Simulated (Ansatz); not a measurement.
**CH4AlClFSb: small, medium and large basis sets**

How large a basis does CH4AlClFSb need? Two functionals are run in growing sets.

Computed with Ansatz 0.2.0, Gaussian basis. Level: one geometry, several basis sets.

The runs, in order: PBE0-D4/def2-SVP; ωB97M-V/def2-SVP; PBE0-D4/def2-QZVPP; ωB97M-V/def2-QZVPP; the functionals' def2-TZVPP values are taken from earlier runs.

### Step 1. Structure used throughout

All runs share one geometry, relaxed beforehand with PBE0-D4 in a triple-zeta def2 set. Sb takes the def2 core potential; no spin-orbit term is included.

SMILES `[F][Al]([SbH2])[CH2]Cl`, 9 atoms, charge 0, spin multiplicity 1.

Atoms are counted from 1 here; the program's logs count them from 0.

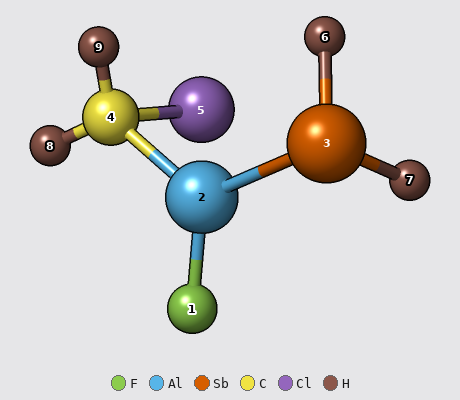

The structure; fluorine green, aluminium blue, antimony orange, carbon yellow, chlorine purple, hydrogen brown; atoms are numbered from 1 in the order of the file.

### Step 2. PBE0-D4 in def2-SVP

The input, in.yaml:

```yaml
crystal:
  periodic: [false, false, false]
  atoms:
    - {symbol: F, position_ang: [0.514614, -2.243971, -0.788107]}
    - {symbol: Al, position_ang: [0.301757, -0.776900, -0.053562]}
    - {symbol: Sb, position_ang: [2.414165, 0.730156, 0.380591]}
    - {symbol: C, position_ang: [-1.505587, -0.381037, 0.561344]}
    - {symbol: Cl, position_ang: [-1.624053, 0.394068, -1.114589]}
    - {symbol: H, position_ang: [1.379549, 2.090472, 0.439367]}
    - {symbol: H, position_ang: [2.590460, 0.886335, -1.311657]}
    - {symbol: H, position_ang: [-2.267980, -1.155794, 0.593126]}
    - {symbol: H, position_ang: [-1.714425, 0.410372, 1.276386]}
basis:
  gaussian: {orbitals: def2-SVP}
hamiltonian: {xc: pbe0, dispersion: d4}
output: {orbitals: {seedname: orbitals}}
```

On the command line:

```bash
> ansatz run in.yaml --threads 4 --pin off --events-out ev --progress --plain --max-ram 10444MiB
```

Output:

```text
Functional definition: PBE0
  name "PBE0"
  cite "Adamo & Barone, J. Chem. Phys. 110, 6158 (1999) doi:10.1063/1.478522"
  cite "Perdew, Burke & Ernzerhof, Phys. Rev. Lett. 77, 3865 (1996) doi:10.1103/PhysRevLett.77.3865"
  parent pbe
  parameter a = 0.25
  parameter kappa = 0.804
  parameter beta = 0.06672455060314922
  exchange = (1 - a)*pbe_x(kappa = kappa, mu = beta*pi^2/3) + a*exact_x
  correlation = pbe_c(beta = beta)
1130 factors; integrals over basis functions are off by at most 1.1e-3 eV
mean field evaluation 1: about -29453.7134 eV, gradient 4.8e1 eV
mean field evaluation 2: about -29448.6579 eV, gradient 7.0e1 eV
mean field evaluation 4: about -29458.3343 eV, gradient 3.2e0 eV
mean field evaluation 8: about -29458.5087 eV, gradient 2.4e-1 eV
mean field evaluation 16: about -29458.5089 eV, gradient 5.3e-5 eV
mean field -29458.50886029 eV, -1082.5802329210 hartree, gradient 5.3e-5 eV, S^2 0.000000; 0 other end points of the search recorded, 0 dependent functions left out
reference -29458.50889130 eV, -1082.5802340607 hartree; 36, 36 occupied and 74, 74 virtual orbitals, 1130 factors
Total energy: -29458.72123411 eV, -1082.5880375153 hartree
```

Wall time 0.6 s (4 threads of AMD EPYC 9R05, shared host); peak memory 0.27 GiB.

### Step 3. ωB97M-V in def2-SVP

in.yaml, as its differences from that of step 2:

```diff
@@ -14,3 +14,3 @@
   gaussian: {orbitals: def2-SVP}
-hamiltonian: {xc: pbe0, dispersion: d4}
+hamiltonian: {xc: {name: wB97M-V}}
 output: {orbitals: {seedname: orbitals}}
```

The command is unchanged.

Output, shortened:

```text
Functional definition: wB97M-V
  name "wB97M-V"
  cite "Mardirossian & Head-Gordon, J. Chem. Phys. 144, 214110 (2016) doi:10.1063/1.4952647"
  cite "Becke, J. Chem. Phys. 107, 8554 (1997) doi:10.1063/1.475007"
  cite "Vydrov & Van Voorhis, J. Chem. Phys. 133, 244103 (2010) doi:10.1063/1.3521275"
  # Of w^i u^j: cxij and so on, Table III.
[...]
  gx(w, u) = 1 - cx + cx01*u + cx10*w
  gss(w, u) = css00 + css04*u^4 + css10*w + css20*w^2 + css43*w^4*u^3
  gos(w, u) = cos00 + cos10*w + (cos20 + cos21*u)*w^2 + (cos60 + cos61*u)*w^6
[...]
      + integral(e_c_pw_mod_opposite_spin*gos(b97_w_opposite, b97_u_opposite)) + vv10(b, c)
1130 factors; integrals over basis functions are off by at most 1.1e-3 eV
302 factors; integrals over basis functions are off by at most 6.9e-6 eV
[...]
mean field -29465.99754523 eV, -1082.8554370167 hartree, gradient 4.1e-5 eV, S^2 0.000000; 0 other end points of the search recorded, 0 dependent functions left out
reference -29465.99759280 eV, -1082.8554387650 hartree; 36, 36 occupied and 74, 74 virtual orbitals, 1130 factors
Total energy: -29465.99759280 eV, -1082.8554387650 hartree
```

Run time: 2 s. Hardware: 4 threads of AMD EPYC 9R05, shared host; peak memory 0.4 GiB.

### Step 4. PBE0-D4 in def2-QZVPP

in.yaml, as its differences from that of step 3:

```diff
@@ -13,4 +13,4 @@
 basis:
-  gaussian: {orbitals: def2-SVP}
-hamiltonian: {xc: {name: wB97M-V}}
+  gaussian: {orbitals: "def2-QZVPP.json"}
+hamiltonian: {xc: pbe0, dispersion: d4}
 output: {orbitals: {seedname: orbitals}}
```

Launched as before.

Output:

```text
Functional definition: PBE0
  name "PBE0"
  cite "Adamo & Barone, J. Chem. Phys. 110, 6158 (1999) doi:10.1063/1.478522"
  cite "Perdew, Burke & Ernzerhof, Phys. Rev. Lett. 77, 3865 (1996) doi:10.1103/PhysRevLett.77.3865"
  parent pbe
  parameter a = 0.25
  parameter kappa = 0.804
  parameter beta = 0.06672455060314922
  exchange = (1 - a)*pbe_x(kappa = kappa, mu = beta*pi^2/3) + a*exact_x
  correlation = pbe_c(beta = beta)
1831 factors; their error is unknown
mean field evaluation 1: about -29463.8090 eV, gradient 6.0e1 eV
mean field evaluation 2: about -29454.6723 eV, gradient 9.1e1 eV
mean field evaluation 4: about -29470.8256 eV, gradient 5.3e0 eV
mean field evaluation 8: about -29470.8759 eV, gradient 9.9e-2 eV
mean field evaluation 16: about -29470.9379 eV, gradient 7.1e-5 eV
mean field -29470.93792512 eV, -1083.0369926291 hartree, gradient 7.1e-5 eV, S^2 0.000000; 0 other end points of the search recorded, 0 dependent functions left out
reference -29470.93796837 eV, -1083.0369942183 hartree; 36, 36 occupied and 420, 420 virtual orbitals, 1831 factors
Total energy: -29471.15031118 eV, -1083.0447976729 hartree
```

Run time: 3.7 s. Hardware: 4 threads of AMD EPYC 9R05, shared host; peak memory 1.9 GiB.

### Step 5. ωB97M-V in def2-QZVPP

in.yaml, as its differences from that of step 4:

```diff
@@ -14,3 +14,3 @@
   gaussian: {orbitals: "def2-QZVPP.json"}
-hamiltonian: {xc: pbe0, dispersion: d4}
+hamiltonian: {xc: {name: wB97M-V}}
 output: {orbitals: {seedname: orbitals}}
```

The command is unchanged.

Output, shortened:

```text
Functional definition: wB97M-V
  name "wB97M-V"
  cite "Mardirossian & Head-Gordon, J. Chem. Phys. 144, 214110 (2016) doi:10.1063/1.4952647"
  cite "Becke, J. Chem. Phys. 107, 8554 (1997) doi:10.1063/1.475007"
  cite "Vydrov & Van Voorhis, J. Chem. Phys. 133, 244103 (2010) doi:10.1063/1.3521275"
  # Of w^i u^j: cxij and so on, Table III.
[...]
  gx(w, u) = 1 - cx + cx01*u + cx10*w
  gss(w, u) = css00 + css04*u^4 + css10*w + css20*w^2 + css43*w^4*u^3
  gos(w, u) = cos00 + cos10*w + (cos20 + cos21*u)*w^2 + (cos60 + cos61*u)*w^6
[...]
      + integral(e_c_pw_mod_opposite_spin*gos(b97_w_opposite, b97_u_opposite)) + vv10(b, c)
1772 factors; their error is unknown
382 factors; integrals over basis functions are off by at most 1.8e-5 eV
[...]
mean field -29478.48193356 eV, -1083.3142298256 hartree, gradient 8.7e-5 eV, S^2 0.000000; 0 other end points of the search recorded, 0 dependent functions left out
reference -29478.48200259 eV, -1083.3142323624 hartree; 36, 36 occupied and 420, 420 virtual orbitals, 1772 factors
Total energy: -29478.48200259 eV, -1083.3142323624 hartree
```

Run time: 7 s. Hardware: 4 threads of AMD EPYC 9R05, shared host; peak memory 2.3 GiB.

### Step 6. Density functionals: the series

The def2-TZVPP values come from earlier runs at the same geometry.

| functional | basis | functions | energy (eV) | from the largest (eV) | HOMO (eV) | LUMO (eV) |
| --- | --- | --- | --- | --- | --- | --- |
| PBE0-D4 | def2-SVP | 110 | -29458.7212 | 12.429 | -7.08 | -0.59 |
| PBE0-D4 | def2-TZVPP | 252 | -29470.3109 | 0.839 | -7.13 | -0.83 |
| PBE0-D4 | def2-QZVPP | 456 | -29471.1503 | 0.000 | -7.14 | -0.97 |
| ωB97M-V | def2-SVP | 110 | -29465.9976 | 12.484 | -9.01 | 1.16 |
| ωB97M-V | def2-TZVPP | 252 | -29477.6750 | 0.807 | -9.08 | 0.83 |
| ωB97M-V | def2-QZVPP | 456 | -29478.4820 | 0.000 | -9.10 | 0.46 |

### Step 7. Outcome

| quantity | value |
| --- | --- |
| PBE0-D4: double and triple zeta above quadruple | 12.43, 0.84 eV |
| ωB97M-V: double and triple zeta above quadruple | 12.48, 0.81 eV |

In words: PBE0-D4 gains 11.59 eV from double to triple zeta, then 0.84 eV more. These are total energies; as a rule much of such shifts cancels in differences, which this series doesn't test. The LUMO of ωB97M-V is positive and keeps falling with the basis (1.16 to 0.46 eV): an unbound level that the basis holds in place.

For PBE0-D4 the largest set took about 6 times as long as the smallest (3.7 s against 0.6 s).
